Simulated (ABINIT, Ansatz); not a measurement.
# ZrPbO3 (Pm-3m): modes at Γ and the response to a field, part 2 of 3

Wanted: the vibrations of ZrPbO3 (Pm-3m) at Γ, by two programs.

ABINIT 10.8.3; DFT LDA, scalar-relativistic, plane waves, PseudoDojo norm-conserving pseudopotentials.

So far. Step 3 (Relaxation): The volume changes by -7.0 % in this run and stands -7.0 % from the first cell. Step 4 (Self-consistent run for the response): The cell stands at -0.82 GPa: the relaxation ran with a smoothed and higher cutoff and on another k mesh. The relaxed cell has a = 4.108 Å (conventional setting).

## 6. Zone-centre response

The derivative of the wavefunctions by k comes first, since the response to a field is built on it; then the field and the displacements that symmetry doesn't supply are solved at q = 0.

It reads the wavefunctions written in step 4.

The input, dfpt_gamma.abi:

```
ndtset 2

# common to the responses
getwfk_filepath "gso_WFK"
kptopt 2
nqpt 1
qpt 0.0 0.0 0.0
asr 0
chneut 0

# d/dk
rfelfd1 2
rfdir1 1 1 1
iscf1 -3
tolwfr1 1.0d-20

# displacements, field
rfphon2 1
rfatpol2 1 5
rfdir2 1 1 1
rfelfd2 3
getddk2 1
tolvrs2 1.0d-10
prtwf2 0

# basis, mesh and filling
ecut 36.0
ngkpt 6 6 6
nshiftk 1
shiftk 0.5 0.5 0.5
istwfk *1
occopt 1
nband 22
nstep 100
diemac 9.0
prtebands 0
prtgsr 0
useylm 1

# cell and atoms
acell 3*1.0 Angstrom
rprim 
    4.107887443 0.0 0.0
    0.0 4.107887443 0.0
    0.0 0.0 4.107887443
ntypat 3
znucl 40 82 8
natom 5
typat 1 2 3 3 3
xred 
    0.0 0.0 0.0
    0.5 0.5 0.5
    0.5 0.0 0.0
    0.0 0.0 0.5
    0.0 0.5 0.0
pp_dirpath "./pseudo"
pseudos "Zr.upf, Pb.upf, O.upf"
```

Run with:

```console
> OMP_NUM_THREADS=1 mpirun -n 8 abinit dfpt_gamma.abi > dfpt_gamma.log
```

Numbers of over 12 decimals in the logs are rounded to 6 here.

dfpt_gamma.abo, the main output file:

```text
[banners, grids, parts of the stress and lines that vanish by symmetry left out]
- input  file    -> dfpt_gamma.abi
- output file    -> dfpt_gamma.abo
- root for input  files -> dfpt_gammai
[...]
DATASET    1 : space group Pm -3 m (#221); Bravais cP (primitive cubic)
[...]
nfft =       91125          nkpt =         108
[...]
DATASET    2 : space group Pm -3 m (#221); Bravais cP (primitive cubic)
[...]
nfft =       91125          nkpt =         108
[...]
== DATASET  1 ==================================================================
[...]
cutoff_energies: {ecut:  36.0, pawecutdg:  -1.0, }
[...]
-  8.00000   6.00000  201201                  znucl, zion, pspdat
[...]
Perturbation : derivative vs k along direction   1
[...]
-ETOT  1  -41.288652134936     -4.129E+01 3.940E-01 0.000E+00
 ETOT  2  -41.655054804490     -3.664E-01 1.405E-02 0.000E+00
 ETOT  3  -41.675978965677     -2.092E-02 2.512E-03 0.000E+00
 ETOT  4  -41.677697938700     -1.719E-03 1.724E-04 0.000E+00
 ETOT  5  -41.677861891290     -1.640E-04 3.616E-05 0.000E+00
[...]
At SCF step   23   max residual=  9.99E-21 < tolwfr=  1.00E-20 =>converged.
[...]
Perturbation : derivative vs k along direction   2
[...]
-ETOT  1  -41.286014664464     -4.129E+01 3.940E-01 0.000E+00
[...]
At SCF step   23   max residual=  9.99E-21 < tolwfr=  1.00E-20 =>converged.
[...]
Perturbation : derivative vs k along direction   3
[...]
-ETOT  1  -41.288651903277     -4.129E+01 3.940E-01 0.000E+00
[...]
At SCF step   23   max residual=  9.99E-21 < tolwfr=  1.00E-20 =>converged.
[...]
1        1       0.8803081330    0.0000000000
     1        2       0.0000000000    0.0000000000
     1        3       0.0000000000    0.0000000000
     2        1       0.0000000000    0.0000000000
     2        2       0.8803081330   -0.0000000000
     2        3       0.0000000000    0.0000000000
     3        1       0.0000000000    0.0000000000
     3        2       0.0000000000    0.0000000000
     3        3       0.8803081329    0.0000000000
[...]
== DATASET  2 ==================================================================
[...]
cutoff_energies: {ecut:  36.0, pawecutdg:  -1.0, }
[...]
Perturbation : displacement of atom   1   along direction   1
[...]
-ETOT  1   10.448107059392     -2.607E+03 1.227E+01 1.124E+03
[...]
At SCF step   12       vres2   =  2.58E-11 < tolvrs=  1.00E-10 =>converged.
[...]
Perturbation : displacement of atom   2   along direction   1
[...]
-ETOT  1   3.024979     -1.141E+04 1.747E+01 7.199E+02
[...]
At SCF step   11       vres2   =  5.56E-11 < tolvrs=  1.00E-10 =>converged.
[...]
Perturbation : displacement of atom   3   along direction   1
[...]
-ETOT  1   19.867701559251     -3.717E+03 4.630E+00 1.091E+04
[...]
At SCF step   14       vres2   =  6.97E-11 < tolvrs=  1.00E-10 =>converged.
[...]
Perturbation : displacement of atom   3   along direction   2
[...]
-ETOT  1   6.249330     -3.576E+03 1.633E+00 5.797E+03
[...]
At SCF step   13       vres2   =  8.25E-11 < tolvrs=  1.00E-10 =>converged.
[...]
Perturbation : homogeneous electric field along direction   1
[...]
-ETOT  1  -128.30029246768     -1.283E+02 4.992E+00 2.866E+04
[...]
ETOT 14  -143.30394899110     -6.423E-12 3.113E-12 1.350E-10
 ETOT 15  -143.30394899110     -1.648E-12 3.360E-13 1.657E-11
 At SCF step   15       vres2   =  1.66E-11 < tolvrs=  1.00E-10 =>converged.
[...]
Dielectric tensor, in cartesian coordinates,
[...]
1    7   1    7         6.8761230401        -0.0000000000
   1    7   2    7        -0.0000000000        -0.0000000000
   1    7   3    7        -0.0000000000        -0.0000000000
   2    7   1    7        -0.0000000000        -0.0000000000
   2    7   2    7         6.8761230401        -0.0000000000
   2    7   3    7        -0.0000000000        -0.0000000000
   3    7   1    7        -0.0000000000        -0.0000000000
   3    7   2    7        -0.0000000000        -0.0000000000
   3    7   3    7         6.8761230401        -0.0000000000
  Effective charges, in cartesian coordinates,
[...]
1    1   1    7         5.9253915026         0.0000000000
   2    1   1    7         0.0000000000         0.0000000000
   3    1   1    7         0.0000000000         0.0000000000
   1    2   1    7         3.9067330456         0.0000000000
   2    2   1    7         0.0000000000         0.0000000000
[...]
Effective charges, in cartesian coordinates,
[...]
2    7   1    5         0.0000000000         0.0000000000
   3    7   1    5         0.0000000000         0.0000000000
   1    7   2    5         0.0000000000         0.0000000000
   2    7   2    5        -4.8606321633         0.0000000000
   3    7   2    5         0.0000000000         0.0000000000
   1    7   3    5         0.0000000000         0.0000000000
   2    7   3    5         0.0000000000         0.0000000000
   3    7   3    5        -2.4804542347         0.0000000000
  Phonon wavevector (reduced coordinates) :  0.00000  0.00000  0.00000
 Phonon energies in Hartree :
[...]
Phonon frequencies in cm-1    :
- -1.409213E+02 -1.409213E+02 -1.409213E+02 -1.419562E+00 -1.419562E+00
- -1.419562E+00  3.539405E+01  3.539405E+01  3.539405E+01  1.541560E+02
-  1.541560E+02  1.541560E+02  5.780284E+02  5.780284E+02  5.780284E+02
  Phonon at Gamma, with non-analyticity in the
[...]
Phonon energies in Hartree :
[...]
Phonon frequencies in cm-1    :
- -1.409213E+02 -1.409213E+02 -1.428938E+00 -1.419562E+00 -1.419562E+00
-  3.539405E+01  3.539405E+01  3.539405E+01  8.665738E+01  1.541560E+02
-  1.541560E+02  3.214786E+02  5.780284E+02  5.780284E+02  7.115767E+02
  Phonon at Gamma, with non-analyticity in the
[...]
Phonon energies in Hartree :
[...]
Phonon frequencies in cm-1    :
- -1.409213E+02 -1.409213E+02 -1.428939E+00 -1.419562E+00 -1.419562E+00
-  3.539405E+01  3.539405E+01  3.539405E+01  8.665738E+01  1.541560E+02
-  1.541560E+02  3.214786E+02  5.780284E+02  5.780284E+02  7.115767E+02
  Phonon at Gamma, with non-analyticity in the
[...]
Phonon energies in Hartree :
[...]
Phonon frequencies in cm-1    :
- -1.409213E+02 -1.409213E+02 -1.428939E+00 -1.419562E+00 -1.419562E+00
-  3.539405E+01  3.539405E+01  3.539405E+01  8.665738E+01  1.541560E+02
-  1.541560E+02  3.214786E+02  5.780284E+02  5.780284E+02  7.115767E+02
[...]
fcart2     0.0000000000E+00  0.0000000000E+00  0.0000000000E+00
           strten2     0.0000000000E+00  0.0000000000E+00  0.0000000000E+00
================================================================================
```

Wall time 6.4 min (8 MPI ranks of Arm Neoverse V2, shared host); 51 min of CPU time.

Numbers from this step:

* miss of the charge sum rule: 0.01058 e
* largest acoustic frequency at the zone centre before the sum rule: -1.42 cm⁻¹
* highest optical zone-centre mode (no LO-TO term): 578.0 cm⁻¹
* lowest optical zone-centre mode: -140.9 cm⁻¹
* mean high-frequency dielectric constant: 6.876
* largest Born charge in size (third of the trace): 5.925 e

Born charge (rows field, columns displacement), before the sum rule (e), principal values of the symmetric part by kind of site:

```csv
atom,atoms with these values,low,middle,high,mean
Zr1,1,5.93,5.93,5.93,5.93
Pb2,1,3.91,3.91,3.91,3.91
O3,3,-4.86,-2.48,-2.48,-3.27
```

In full for Pb2:

```
3.91 0.00 0.00
0.00 3.91 0.00
0.00 0.00 3.91
```

High-frequency dielectric tensor:

```
6.88 0.00 0.00
0.00 6.88 0.00
0.00 0.00 6.88
```

The acoustic modes at Γ come out as far as 1.4 cm⁻¹ from zero, where they should vanish, a small numerical error; the Born charges miss their sum rule by 0.011 e, which is good. The lowest optical mode is imaginary, 141i cm⁻¹, an instability at this level and on this k mesh.

## 7. Zone-centre analysis

anaddb reads the merged derivatives, imposes the acoustic sum rule and charge neutrality, and adds the LO-TO term along chosen directions.

The input, anaddb.abi:

```
ddb_filepath "gamma_DDB"
output_file "anaddb.abo"
outdata_prefix "anaddb"
asr 1
chneut 1
enunit 2
eivec 1
nph1l 1
qph1l 0.0 0.0 0.0 1.0
dieflag 2
nph2l 3
qph2l 
    1.0 0.0 0.0 0.0
    0.0 0.0 1.0 0.0
    1.0 1.0 1.0 0.0
```

The input, mrgddb.in:

```
gamma_DDB
merged
2
dfpt_gammao_DS2_DDB
gso_DDB
```

Run with:

```console
> mrgddb < mrgddb.in > mrgddb.log
> OMP_NUM_THREADS=1 anaddb anaddb.abi > anaddb.log
```

anaddb.abo, the main output file:

```text
[banners, grids, parts of the stress and lines that vanish by symmetry left out]
-outvars_anaddb: echo values of input variables ----------------------

 Flags :
[...]
Dielectric Tensor and Effective Charges
[...]
Effective charge tensors after
[...]
Phonon wavevector (reduced coordinates) :  0.00000  0.00000  0.00000
 Phonon energies in Hartree :
[...]
Phonon energies in meV     :
- -1.746466E+01 -1.746466E+01 -1.746466E+01  0.000000E+00  0.000000E+00
-  0.000000E+00  4.432492E+00  4.432492E+00  4.432492E+00  1.911462E+01
-  1.911462E+01  1.911462E+01  7.166594E+01  7.166594E+01  7.166594E+01
 Phonon frequencies in cm-1    :
- -1.408620E+02 -1.408620E+02 -1.408620E+02  0.000000E+00  0.000000E+00
-  0.000000E+00  3.575046E+01  3.575046E+01  3.575046E+01  1.541698E+02
-  1.541698E+02  1.541698E+02  5.780248E+02  5.780248E+02  5.780248E+02
 Phonon frequencies in Thz     :
- -4.222936E+00 -4.222936E+00 -4.222936E+00  0.000000E+00  0.000000E+00
-  0.000000E+00  1.071772E+00  1.071772E+00  1.071772E+00  4.621895E+00
-  4.621895E+00  4.621895E+00  1.732875E+01  1.732875E+01  1.732875E+01
 Phonon energies in Kelvin  :
- -2.026690E+02 -2.026690E+02 -2.026690E+02  0.000000E+00  0.000000E+00
-  0.000000E+00  5.143694E+01  5.143694E+01  5.143694E+01  2.218160E+02
-  2.218160E+02  2.218160E+02  8.316487E+02  8.316487E+02  8.316487E+02
[...]
-  1  0.00000000E+00  0.00000000E+00 -3.77612857E-04
-     0.00000000E+00  0.00000000E+00  0.00000000E+00
-  2  0.00000000E+00  0.00000000E+00  8.01614912E-04
-     0.00000000E+00  0.00000000E+00  0.00000000E+00
-  3  0.00000000E+00  0.00000000E+00 -3.39908525E-03
-     0.00000000E+00  0.00000000E+00  0.00000000E+00
-  4  0.00000000E+00  0.00000000E+00 -1.43008618E-03
-     0.00000000E+00  0.00000000E+00  0.00000000E+00
-  5  0.00000000E+00  0.00000000E+00 -3.39908525E-03
-     0.00000000E+00  0.00000000E+00  0.00000000E+00
[...]
-  1  0.00000000E+00  3.77612857E-04  0.00000000E+00
-     0.00000000E+00  0.00000000E+00  0.00000000E+00
-  2  0.00000000E+00 -8.01614911E-04  0.00000000E+00
-     0.00000000E+00  0.00000000E+00  0.00000000E+00
-  3  0.00000000E+00  3.39908525E-03  0.00000000E+00
-     0.00000000E+00  0.00000000E+00  0.00000000E+00
-  4  0.00000000E+00  3.39908525E-03  0.00000000E+00
-     0.00000000E+00  0.00000000E+00  0.00000000E+00
-  5  0.00000000E+00  1.43008618E-03  0.00000000E+00
-     0.00000000E+00  0.00000000E+00  0.00000000E+00
[...]
-  1  3.77612857E-04  0.00000000E+00  0.00000000E+00
-     0.00000000E+00  0.00000000E+00  0.00000000E+00
-  2 -8.01614912E-04  0.00000000E+00  0.00000000E+00
-     0.00000000E+00  0.00000000E+00  0.00000000E+00
-  3  1.43008618E-03  0.00000000E+00  0.00000000E+00
-     0.00000000E+00  0.00000000E+00  0.00000000E+00
-  4  3.39908525E-03  0.00000000E+00  0.00000000E+00
-     0.00000000E+00  0.00000000E+00  0.00000000E+00
[...]
Phonon at Gamma, with non-analyticity in the
[...]
Phonon energies in Hartree :
[...]
Phonon energies in meV     :
- -1.746466E+01 -1.746466E+01  0.000000E+00  0.000000E+00  0.000000E+00
-  4.432492E+00  4.432492E+00  4.432492E+00  1.075440E+01  1.911462E+01
[...]
Phonon frequencies in cm-1    :
[...]
Phonon frequencies in Thz     :
[...]
Phonon energies in Kelvin  :
[...]
-  5.143694E+01  5.143694E+01  5.143694E+01  1.247996E+02  2.218160E+02
-  2.218160E+02  4.627462E+02  8.316487E+02  8.316487E+02  1.023942E+03
[...]
-  5  0.00000000E+00  0.00000000E+00 -1.25839614E-03
-     0.00000000E+00  0.00000000E+00  0.00000000E+00
[...]
-  1  0.00000000E+00 -1.25839524E-03  0.00000000E+00
-     0.00000000E+00  0.00000000E+00  0.00000000E+00
-  2  0.00000000E+00 -1.25839521E-03  0.00000000E+00
-     0.00000000E+00  0.00000000E+00  0.00000000E+00
-  3  0.00000000E+00 -1.25839614E-03  0.00000000E+00
-     0.00000000E+00  0.00000000E+00  0.00000000E+00
-  4  0.00000000E+00 -1.25839614E-03  0.00000000E+00
-     0.00000000E+00  0.00000000E+00  0.00000000E+00
-  5  0.00000000E+00 -1.25839539E-03  0.00000000E+00
-     0.00000000E+00  0.00000000E+00  0.00000000E+00
[...]
Phonon at Gamma, with non-analyticity in the
[...]
Phonon energies in Hartree :
[...]
Phonon energies in meV     :
- -1.746466E+01 -1.746466E+01  0.000000E+00  0.000000E+00  0.000000E+00
-  4.432492E+00  4.432492E+00  4.432492E+00  1.075440E+01  1.911462E+01
-  1.911462E+01  3.987638E+01  7.166594E+01  7.166594E+01  8.823648E+01
 Phonon frequencies in cm-1    :
- -1.408620E+02 -1.408620E+02  0.000000E+00  0.000000E+00  0.000000E+00
[...]
Phonon frequencies in Thz     :
[...]
Phonon energies in Kelvin  :
[...]
Phonon at Gamma, with non-analyticity in the
[...]
Phonon energies in Hartree :
[...]
Phonon energies in meV     :
[...]
Phonon frequencies in cm-1    :
[...]
Phonon frequencies in Thz     :
[...]
Phonon energies in Kelvin  :
[...]
-  5.143694E+01  5.143694E+01  5.143694E+01  1.247996E+02  2.218160E+02
-  2.218160E+02  4.627462E+02  8.316487E+02  8.316487E+02  1.023942E+03
[...]
-  4  8.26367170E-04 -5.46618399E-04  1.49970216E-03
-     0.00000000E+00  0.00000000E+00  0.00000000E+00
-  5  8.26367170E-04  2.93036066E-03 -2.79748772E-04
-     0.00000000E+00  0.00000000E+00  0.00000000E+00
[...]
;  5 -2.42710690E-04 -3.16110469E-03 -2.42710690E-04
;     0.00000000E+00  0.00000000E+00  0.00000000E+00
-
```

Wall time 0.52 s (1 thread).

Read from the output:

- highest mode moved by the LO-TO term: 711.7 cm⁻¹

No LO-TO term; unit eigenvectors of the mass-weighted matrix, from anaddb's displacements. Modes at Γ, with each element's share of the kinetic energy (negative means imaginary):

```csv
mode,frequency (cm⁻¹),symmetry,Zr %,Pb %,O %
1,-140.9,T1u,2,24,73
2,-140.9,T1u,2,24,73
3,-140.9,T1u,2,24,73
4,0.0,acoustic,26,60,14
5,0.0,acoustic,26,60,14
6,0.0,acoustic,26,60,14
7,35.8,T2u,0,0,100
8,35.8,T2u,0,0,100
9,35.8,T2u,0,0,100
10,154.2,T1u,66,16,18
11,154.2,T1u,66,16,18
12,154.2,T1u,66,16,18
13,578.0,T1u,5,0,95
14,578.0,T1u,5,0,95
15,578.0,T1u,5,0,95
```

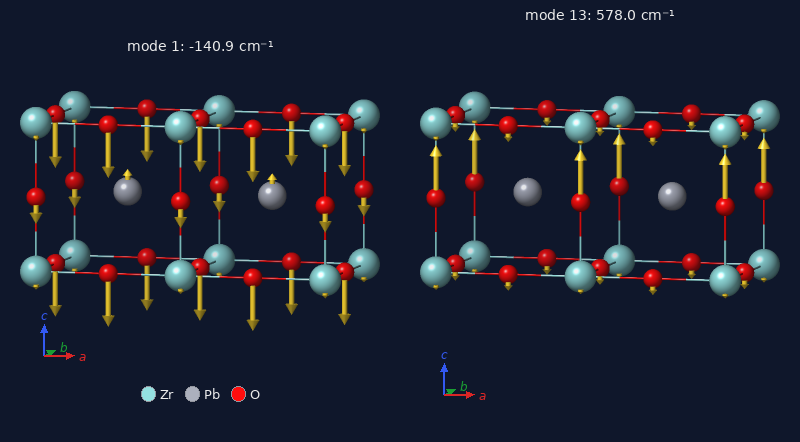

Displacement patterns of modes 1 and 13 at Γ; arrows are exaggerated. 2×1×1 cells are drawn. Some periodic images of atoms are drawn too.

With imaginary modes the relaxed-ion tensors have no meaning and are not tabulated.

The rule also moves an optical mode by 0.4 cm⁻¹.

[end of part 2 of 3]

[Host names and launcher messages were left out of these logs when they were recorded.]

[Logs are printed without paths, hosts, clocks, repeated set-up lines and the standing remarks that a program may print on its own settings, such as how far it seeks lower states.]

[Hosts, paths, dates, database ids (printed as entryN), source tags and the programs' standing remarks are cut or masked in the printed files.]
